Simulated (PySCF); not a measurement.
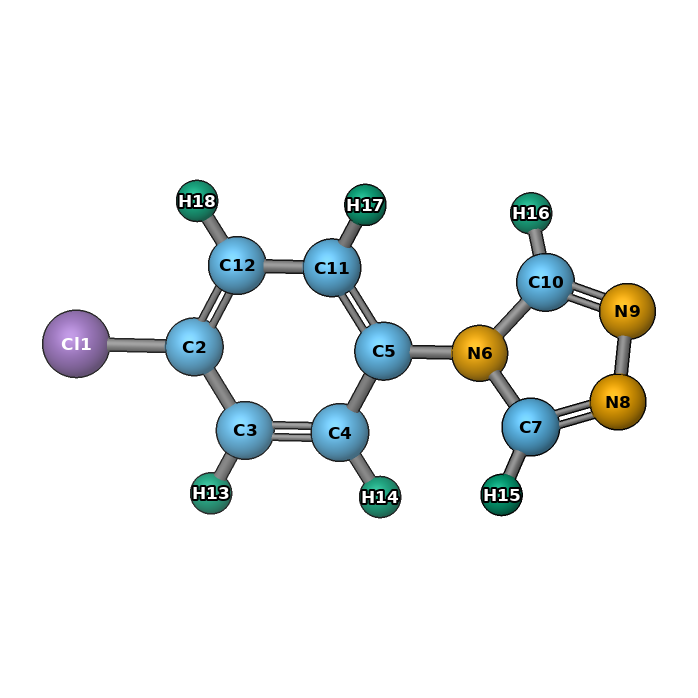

The computed structure is the end point of a GFN2-xTB optimisation. No frequency run is at hand to confirm it as a minimum. Electric field gradients from the ground-state density, PBE0/pcSseg-1 (PySCF 2.14.0), non-relativistic apart from any core potentials.

Give the largest field-gradient component, the quadrupole coupling constant and the asymmetry for 35Cl at Cl1 (Q = −81.7 mb), 14N at N6 (Q = 20.44 mb), 14N at N8 (Q = 20.44 mb).

```json
{"atom": "Cl1", "V_zz (a.u.)": "3.953", "e²qQ/h (MHz)": "−75.9", "η": "0.09"}
{"atom": "N6", "V_zz (a.u.)": "−0.561", "e²qQ/h (MHz)": "−2.69", "η": "0.29"}
{"atom": "N8", "V_zz (a.u.)": "−1.107", "e²qQ/h (MHz)": "−5.32", "η": "0.16"}
```
